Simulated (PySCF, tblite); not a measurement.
# C₂H₆Cl₃Si₂ radical: geometry, infrared bands and EPR parameters

What infrared bands and EPR parameters should C₂H₆Cl₃Si₂ radical (`[SiH3]C[Si](Cl)C(Cl)Cl`) show?

The runs use tblite 0.8.0 and PySCF 2.14.0, with density-fitted response routines of our own; the level of theory stands in each step. All values are computed, except where a source is named. Atoms are numbered from 0 throughout.

## Step 1: Starting geometry

13 atoms, charge 0, multiplicity 2; geometry from: force field or distance geometry start.

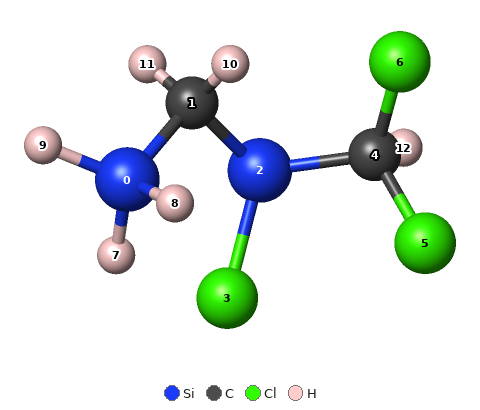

The starting geometry (silicon blue, carbon dark grey, chlorine green, hydrogen pink), atoms numbered; sticks join atoms by distance.

## Step 2: Relaxing the molecule with GFN2-xTB

The job: settings as JSON, then the geometry in Å.

```
{"job": {"kind": "relax", "xc": "GFN2-xTB", "basis": "xTB"}, "charge": 0, "multiplicity": 2}
Si    -2.017100     0.310400     0.330400
C     -0.496900     0.900300    -0.592300
Si     0.582100    -0.617600    -0.787700
Cl    -0.373100    -2.368100    -0.208100
C      2.236800    -0.450300     0.011500
Cl     2.434100    -1.485700     1.432500
Cl     2.667700     1.209900     0.424500
H     -2.200100    -1.101000    -0.043500
H     -1.764200     0.391300     1.773900
H     -3.222600     1.057600    -0.056200
H     -0.002400     1.682900     0.004500
H     -0.833200     1.276800    -1.573000
H      2.984400    -0.805900    -0.734200
```

Command:

```bash
OMP_NUM_THREADS=1 python probes_run.py task.json out
```

The driver reads the jobs from task.json and runs them one after another.

Output:

```text
step      E/eV     max force
  0    -663.84044    1.985
  1    -663.99034    1.046
  2    -664.09405    0.806
  3    -664.17582    0.683
  4    -664.24464    0.843
  5    -664.29523    0.745
  6    -664.33559    0.489
  7    -664.36321    0.372
  8    -664.38012    0.361
  9    -664.39672    0.282
 10    -664.41337    0.284
 11    -664.42568    0.280
 12    -664.43418    0.220
 13    -664.44019    0.184
 14    -664.44609    0.206
 15    -664.45382    0.226
 16    -664.46167    0.304
 17    -664.46739    0.267
 18    -664.47071    0.151
 19    -664.47262    0.110
 20    -664.47457    0.158
 21    -664.47721    0.182
 22    -664.47956    0.146
 23    -664.48104    0.087
 24    -664.48210    0.089
 25    -664.48330    0.129
 26    -664.48495    0.154
 27    -664.48683    0.138
 28    -664.48821    0.085
 29    -664.48901    0.076
 30    -664.48978    0.104
 31    -664.49096    0.128
 32    -664.49260    0.128
 33    -664.49449    0.106
 34    -664.49638    0.110
 35    -664.49848    0.139
 36    -664.50146    0.181
 37    -664.50657    0.227
 38    -664.51390    0.304
 39    -664.52147    0.305
 40    -664.52909    0.187
 41    -664.53458    0.178
 42    -664.53858    0.173
 43    -664.54407    0.269
 44    -664.54872    0.258
 45    -664.55493    0.279
 46    -664.55984    0.204
 47    -664.56585    0.151
 48    -664.57190    0.192
 49    -664.58073    0.194
 50    -664.58279    0.285
 51    -664.58589    0.096
 52    -664.58815    0.081
 53    -664.58919    0.072
 54    -664.59103    0.105
 55    -664.59211    0.103
 56    -664.59382    0.100
 57    -664.59490    0.098
 58    -664.59564    0.069
 59    -664.59603    0.046
 60    -664.59636    0.040
 61    -664.59669    0.049
 62    -664.59712    0.070
 63    -664.59759    0.064
 64    -664.59789    0.036
 65    -664.59800    0.022
 66    -664.59806    0.020
 67    -664.59814    0.024
 68    -664.59827    0.032
 69    -664.59843    0.031
 70    -664.59854    0.022
 71    -664.59861    0.023
 72    -664.59869    0.022
 73    -664.59882    0.029
 74    -664.59901    0.038
 75    -664.59921    0.037
 76    -664.59934    0.024
 77    -664.59940    0.019
 78    -664.59944    0.018
 79    -664.59947    0.014
 80    -664.59950    0.014
 81    -664.59953    0.010
 82    -664.59955    0.011
 83    -664.59956    0.012
 84    -664.59958    0.014
 85    -664.59961    0.017
 86    -664.59965    0.017
 87    -664.59969    0.013
 88    -664.59972    0.010
 89    -664.59974    0.011
 90    -664.59976    0.012
 91    -664.59980    0.017
 92    -664.59987    0.028
 93    -664.60000    0.034
 94    -664.60015    0.032
 95    -664.60024    0.021
 96    -664.60029    0.021
 97    -664.60035    0.025
 98    -664.60049    0.038
 99    -664.60079    0.065
100    -664.60135    0.097
101    -664.60208    0.110
102    -664.60302    0.076
103    -664.60368    0.104
104    -664.60373    0.101
105    -664.60466    0.071
106    -664.60528    0.082
107    -664.60645    0.102
108    -664.60804    0.090
109    -664.60893    0.229
110    -664.61295    0.191
111    -664.61493    0.209
112    -664.61582    0.250
113    -664.61784    0.175
114    -664.62006    0.091
115    -664.62240    0.169
116    -664.62528    0.141
117    -664.63082    0.106
118    -664.63173    0.074
119    -664.63032    0.169
120    -664.63333    0.054
121    -664.63391    0.057
122    -664.63484    0.054
123    -664.63523    0.048
124    -664.63545    0.042
125    -664.63561    0.021
126    -664.63569    0.020
127    -664.63573    0.018
128    -664.63578    0.017
129    -664.63585    0.018
130    -664.63591    0.020
131    -664.63596    0.020
132    -664.63599    0.013
133    -664.63601    0.011
134    -664.63603    0.013
135    -664.63605    0.011
136    -664.63607    0.007
```

It took 2.3 s on 1 thread of Arm Neoverse N1, shared host.

Step by step: (not every step is listed)

```csv
step,energy from step 0 (eV),largest force (eV/Å)
0,0.0000,1.9851
1,-0.1499,1.0464
2,-0.2536,0.8060
3,-0.3354,0.6830
4,-0.4042,0.8428
5,-0.4548,0.7445
6,-0.4952,0.4885
7,-0.5228,0.3722
8,-0.5397,0.3607
20,-0.6341,0.1581
32,-0.6522,0.1277
44,-0.7083,0.2578
56,-0.7534,0.0999
68,-0.7578,0.0322
80,-0.7591,0.0145
92,-0.7594,0.0280
104,-0.7633,0.1009
116,-0.7848,0.1408
128,-0.7953,0.0170
131,-0.7955,0.0199
132,-0.7956,0.0134
133,-0.7956,0.0110
134,-0.7956,0.0133
135,-0.7956,0.0112
136,-0.7956,0.0073
```

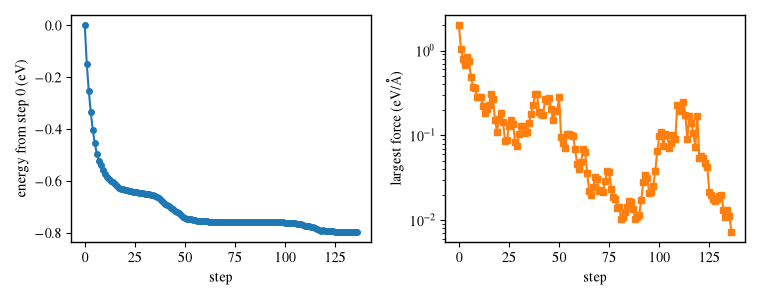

Energy and largest force along the relaxation.

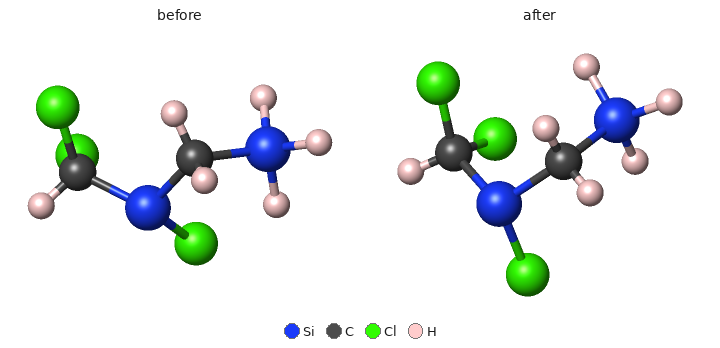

Before and after, at one scale.

Distances of close pairs at the start and the end, largest changes first:

```csv
bond,before (Å),after (Å),change (Å)
Si2–C4,1.845,1.941,+0.096
Si0–C1,1.874,1.926,+0.052
Si2–Cl3,2.077,2.033,-0.044
C4–Cl5,1.769,1.797,+0.028
C4–H12,1.114,1.089,-0.025
C1–Si2,1.873,1.893,+0.021
C1–H11,1.103,1.090,-0.013
C1–H10,1.101,1.089,-0.012
```

The final coordinates are the input of the step that follows.

## Step 3: Harmonic vibrations with GFN2-xTB

The job: settings as JSON, then the geometry in Å.

```
{"job": {"kind": "ir", "xc": "GFN2-xTB", "basis": "xTB"}, "charge": 0, "multiplicity": 2}
Si    -1.642218     0.413176     0.662504
C     -0.635058     0.741510    -0.945598
Si     0.814492    -0.431164    -1.273494
Cl     0.205141    -2.337399    -1.630413
C      1.995439    -0.530876     0.263613
Cl     1.246094    -1.479538     1.592982
Cl     2.350779     1.108557     0.844859
H     -1.995160    -1.003210     0.733754
H     -0.855318     0.840360     1.814895
H     -2.856418     1.227498     0.563213
H     -0.271475     1.767660    -0.912734
H     -1.316875     0.687710    -1.794201
H      2.956191    -1.003798     0.062894
```

Output:

```text
mode    cm-1     km/mol
  1      39.1      0.43
  2      49.2      0.12
  3      86.5      3.58
  4      92.7      0.43
  5     121.6      0.29
  6     167.5      2.04
  7     178.4      0.38
  8     196.6      8.89
  9     254.9      2.58
 10     330.5      9.21
 11     452.7     45.32
 12     492.7      8.17
 13     518.3     21.69
 14     577.1      3.02
 15     622.2      0.79
 16     658.2     30.61
 17     692.4     94.71
 18     724.5     90.36
 19     759.8    235.86
 20     779.9    371.41
 21     792.9    166.76
 22     812.3     48.11
 23    1021.7      3.65
 24    1118.9      2.55
 25    1131.4     72.49
 26    1156.0     43.27
 27    1437.7      5.43
 28    2251.1    412.23
 29    2284.1    169.65
 30    2304.3    227.85
 31    2949.4      1.63
 32    2985.8     22.03
 33    2996.4      5.31
```

It took 1.1 s on 1 thread of Arm Neoverse N1, shared host.

The strongest bands and the atoms that carry them (share of the mass-weighted mode):

```csv
cm⁻¹,km/mol,atoms
692,94.7,"C1 30 %, H10 25 %, H11 20 %"
724,90.4,"C4 64 %, Cl6 11 %"
760,235.9,"H7 35 %, H8 31 %, Si0 12 %"
780,371.4,"H7 42 %, H8 19 %, H9 13 %"
793,166.8,"H9 50 %, H8 30 %, H7 11 %"
2251,412.2,H9 96 %
2284,169.7,H7 96 %
2304,227.8,H8 96 %
```

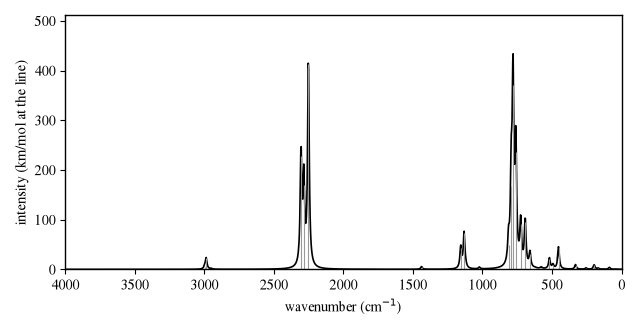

The infrared spectrum from these modes, unscaled. Lines are broadened to a width of 14 cm⁻¹ (Lorentzian).

## Step 4: g tensor and hyperfine couplings: B3LYP/pcH-1

Same as in step 3 but for these lines:

```diff
@@ -1,2 +1,2 @@
-{"job": {"kind": "ir", "xc": "GFN2-xTB", "basis": "xTB"}, "charge": 0, "multiplicity": 2}
+{"job": {"kind": "epr", "basis": "pcH-1"}, "charge": 0, "multiplicity": 2}
 Si    -1.642218     0.413176     0.662504
```

Level: UKS B3LYP, pcH-1 on C Cl H Si, non-relativistic, mean-field spin-orbit, GIAO.

Output:

```text
UKS, coarse grid
  cycle   1  E = -2039.38372884  |g| = 4.18e-01
  cycle   2  E = -2039.29809444  |g| = 5.59e-01
  cycle   3  E = -2039.45128052  |g| = 1.03e-01
  cycle   4  E = -2039.45534826  |g| = 4.86e-02
  cycle   5  E = -2039.45643929  |g| = 7.68e-03
  cycle   6  E = -2039.45647197  |g| = 3.77e-03
  cycle   7  E = -2039.45647568  |g| = 1.07e-03
  cycle   8  E = -2039.45647868  |g| = 3.63e-04
UKS, final grid
  cycle   1  E = -2039.45647473  |g| = 4.70e-04
  cycle   2  E = -2039.45647461  |g| = 6.78e-04
  cycle   3  E = -2039.45647485  |g| = 4.49e-05
  cycle   4  E = -2039.45647485  |g| = 1.63e-05
E = -2039.45647485 Eh   <S^2> = 0.7515 (exact 0.7500)
g shifts (ppm)      1          2          3
  rmc          -182       -182       -182
  gc             32         97         80
  oz_so         293       1625       5440
  total         143       1540       5338
hyperfine (MHz)  atom isotope    a_iso     a_fc   dipolar eigenvalues
    0  29Si     -27.78     -27.84    -10.24      4.82      5.41
    1   13C      38.73      38.69     -7.64     -7.60     15.25
    2  29Si    -644.54    -645.29   -148.94     73.97     74.97
    3  35Cl      21.37      21.12    -17.43    -16.79     34.22
    4   13C     102.51     102.48     -5.07     -3.54      8.61
    5  35Cl       9.77       9.56     -9.34     -7.94     17.27
    6  35Cl      -0.23      -0.22     -1.38     -1.23      2.61
    7    1H      -1.58      -1.58     -1.44     -0.56      1.99
    8    1H      -0.90      -0.90     -1.39     -0.56      1.95
    9    1H      15.11      15.11     -1.35     -0.31      1.66
   10    1H       0.35       0.34     -5.67     -2.33      8.00
   11    1H      -1.71      -1.73     -5.51     -2.15      7.66
   12    1H      -2.49      -2.49     -4.24     -2.53      6.77
```

Run time: 3.1 min. Hardware: 1 thread of Arm Neoverse N1, shared host; peak memory 1.1 GiB.

Principal g values 2.00246, 2.00386, 2.00766; g(iso) = 2.00466, against 2.00232 for a free electron.

Hyperfine couplings; where a row names several nuclei, a(iso) is their mean (it holds for fast rotation or exchange) and the dipolar term the largest among them:

```csv
nuclei,isotope,a(iso) (MHz),"a(iso) (G, at g = 2.0023)",largest dipolar term (MHz)
Si2,29Si,-644.5,-230.0,-148.9
C4,13C,102.5,36.6,8.6
C1,13C,38.7,13.8,15.2
Si0,29Si,-27.8,-9.9,-10.2
Cl3,35Cl,21.4,7.6,34.2
"Cl5, Cl6",35Cl,4.8,1.7,17.3
"H7, H8, H9",1H,4.2,1.5,2.0
H12,1H,-2.5,-0.9,6.8
"H10, H11",1H,-0.7,-0.2,8.0
```

Mulliken spin populations:

Si0 0.03; C1 0.04; Si2 0.81; Cl3 0.06; C4 0.02; Cl5 0.04; Cl6 0.00; H7 0.00; H8 0.00; H9 0.01; H10 0.00; H11 0.00; H12 0.00

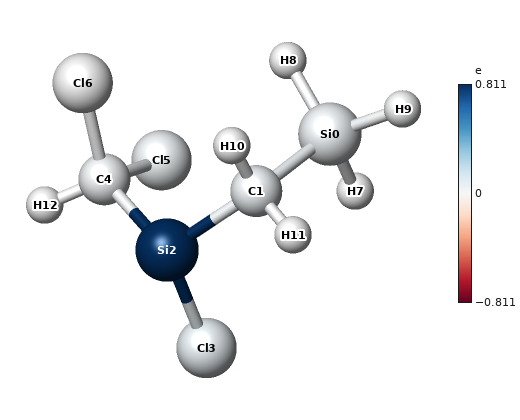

Mulliken spin populations, as colours on the atoms.

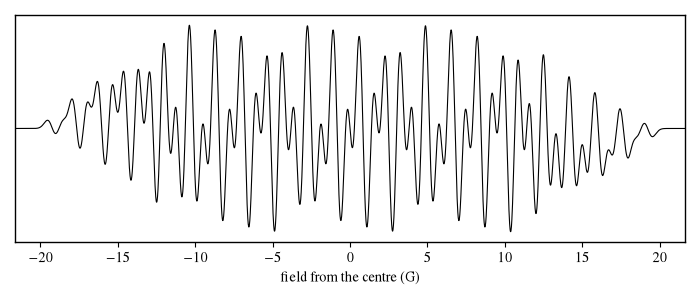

First-order isotropic spectrum (first derivative, main isotopes with spin only, couplings over 0.8 MHz, Gaussian width 0.3 G; couplings of the frozen geometry, rotation of groups not averaged beyond the rows shown).

Orbitals, density, ELF and potential are computed afterwards from the orbital file.

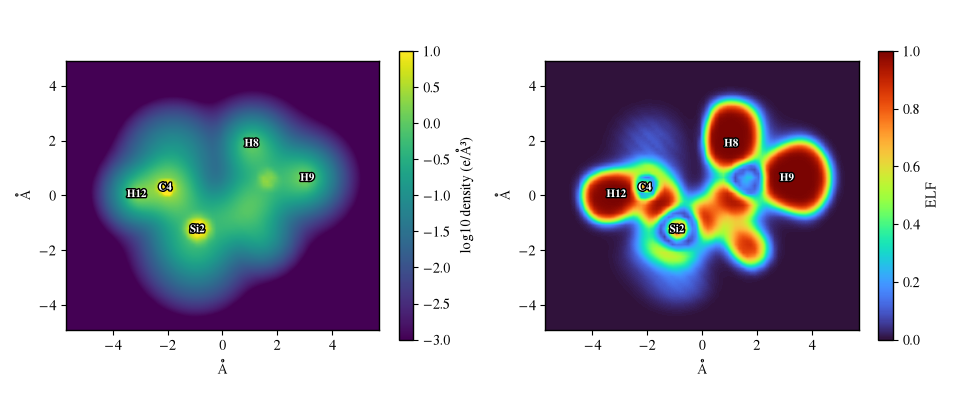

Density (left) and ELF (right) in a plane through or near 5 of the atoms.

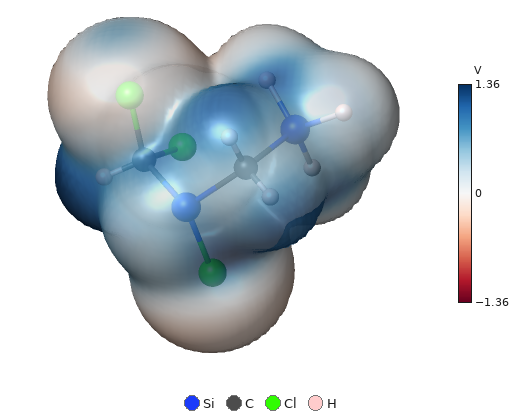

The potential that a unit positive charge feels on the 0.002 e/bohr³ surface, from -0.53 V near Cl5 to 1.36 V near H12.

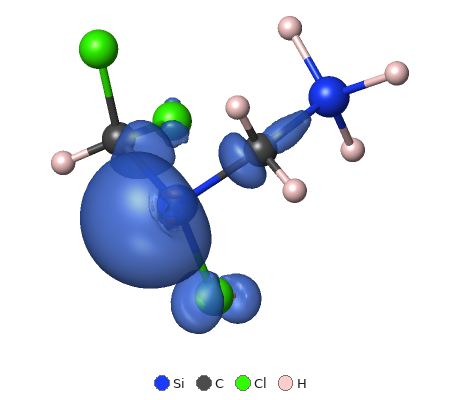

Spin density at ±0.03 e/Å³ (alpha excess blue, beta excess red).

## Step 5: Outcome

```
                                                                  quantity                    value
                                 strongest single infrared mode (GFN2-xTB)    2251 cm⁻¹, 412 km/mol
                                              zero-point energy (GFN2-xTB)            44.4 kcal/mol
                                                            g(iso) (B3LYP)                  2.00466
                                                                      ⟨S²⟩       0.752 (exact 0.75)
                                        largest a(iso) (averaged by class)  29Si on Si2, -644.5 MHz
potential on the surface of density 0.002 e/bohr³, 1st and 99th percentile       -0.53 V and 1.36 V
```

Over 136 steps the energy fell by 0.796 eV; of the close pairs, Si2–C4 changed most, 1.845 to 1.941 Å. All 33 modes are real, so the xTB geometry is a minimum. The strongest single mode, at 2251 cm⁻¹, moves mainly H9. Unscaled tight-binding wavenumbers are off by several per cent, some by more. Its intensities can rank the bands wrongly. Si2 carries the largest spin population, 0.81 e. The isotropic g lies 2.3 ppt above the free-electron value. These values are for one conformer; the search (at its own cheap level) found 2 more, at 1.19, 1.96 kcal/mol, and measured spectra average over such forms.
